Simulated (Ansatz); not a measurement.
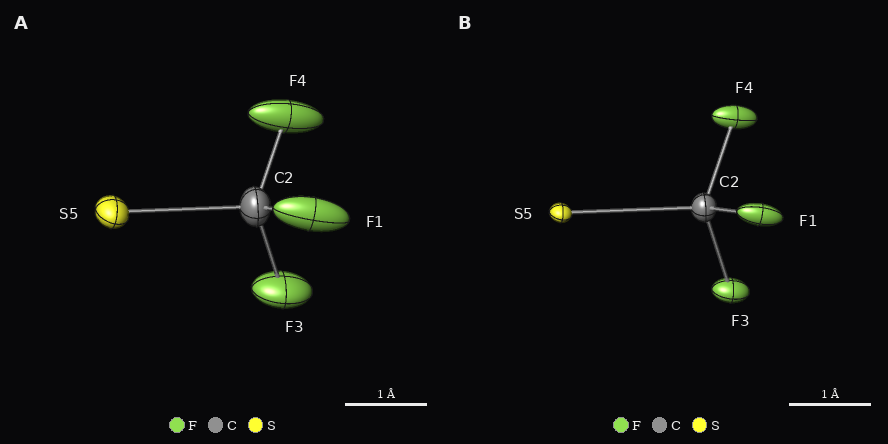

Displacement ellipsoids at the 50 % level, scaled by 3, from the internal vibrations of the free molecule (harmonic, no overall translation or rotation; no half-axis is drawn under 0.075 Å). The species is neutral and a spin doublet. Vibrations computed with UKS PBE0-D4/def2-TZVP (Ansatz 0.2.0). One panel is for 298 K, the other for 900 K.

> Which panel is for 900 K?

A.

> How much does the mean-square displacement of S5 grow, and why?

U_eq goes from 0.00089 to 0.0023 Å², a factor of 2.6. Modes below kT (626 cm⁻¹ at 900 K) grow about in proportion to T, and the lowest lies at 199 cm⁻¹; the mean-square amplitude of a mode is its zero-point value times coth(ħω/2kT), which comes close to 1 only above about 3kT.
